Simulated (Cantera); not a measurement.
A closed system holds: 1 mol SiHCl₃, 6.2 mol H₂, 0.5 mol Cl₂, at 0.100 bar.

Equilibrium computed with Cantera from the NASA thermochemical tables; the gas is ideal and each condensed phase is pure. Candidate condensed phases: Si; 19 gas species. The tables' values for SiCl₃, SiCl are old estimates; treat these amounts as uncertain. Rates play no part.

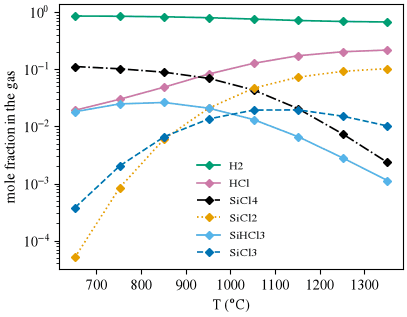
Fig. 1. Equilibrium gas composition (values under 1e-9 drawn at 1e-9)

From 652 °C to 752 °C nothing is condensed. From 852 °C to 952 °C the condensed part is Si(s). From 1052 °C to 1352 °C nothing is condensed. The main Si-bearing gas is SiCl₄ at 652 °C and SiCl₂ at 1352 °C.
